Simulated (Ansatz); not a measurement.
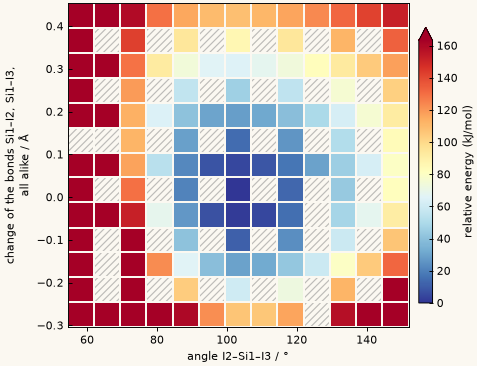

Energy landscape of SiI2. 
- Coordinates scanned: (1) angle I2–Si1–I3; (2) change of the bonds Si1–I2, Si1–I3, all alike.
- Nothing is relaxed (all other coordinates rigid).
- The grid has 13 × 13 points. At 40 points there is no value.
- Points are written as (first, second).
- Energies are in kJ/mol, from the lowest grid point.
- Method: Ansatz 0.2.0, RKS PBE-D4/def2-TZVP.

Drawn: one coloured cell a grid point, one colour for all values above the top of the scale, hatched blanks where no value was computed. 

Question: Where are the lowest and the highest points?

Answer: The lowest grid point is at (103.2°, 0.017 Å). The highest grid point, (58.2°, −0.275 Å), lies 979 kJ/mol above the lowest.

Grid values (kJ/mol):

```
second ↓, first →  58.2  65.7  73.2  80.7  88.2  95.7  103.2  110.7  118.2  125.7  133.2  140.7  148.2
            0.425   307   218   159   130   116   110    109    111    116    123    132    142    152
            0.366   311     –   143     –    94     –     86      –     94      –    112      –    134
            0.308   320   205   129    92    74    66     65     68     74     83     93    105    117
            0.250   334     –   119     –    56     –     45      –     55      –     76      –    103
            0.191   356   211   113    64    41    30     28     32     39     49     62     76     92
            0.133     –     –   112     –    29     –     15      –     26      –     51      –     84
            0.075   425   242   117    53    22     8      5      8     17     29     45     62     80
            0.017   475     –   130     –    20     –      0      –     13      –     43      –     82
           −0.042   539   312   152    68    26     7      2      5     15      –     47     68     91
           −0.100   618     –   186     –    41     –     11      –     24      –     59      –    107
           −0.158   715     –   234   123    66    39     30     32     43     59     80    105    132
           −0.216   833     –   299     –   104     –     61      –     72      –    112      –    169
           −0.275   979   638   386   238   160   122    107    106    116      –    158    186    219
```

The input of one point:

```yaml
crystal:
  periodic: [false, false, false]
  atoms:
    - { symbol: Si, position_ang: [0.005189, -0.006963, -1.033983] }
    - { symbol: I, position_ang: [1.968038, -0.020076, 0.537511] }
    - { symbol: I, position_ang: [-1.973332, 0.02718, 0.517448] }
basis:
  gaussian: { orbitals: def2-TZVP }
hamiltonian:
  xc: pbe
  dispersion: d4
output:
  forces: true
```

Each point was launched as `ansatz run input.yaml --threads 1 --pin off --max-ram 2560MiB --backend cpu --events-out ev --progress --plain --runs-dir out`. Time for the 129 points that were run: 14 min on 1 thread of Arm Neoverse V2, with other jobs on the host.
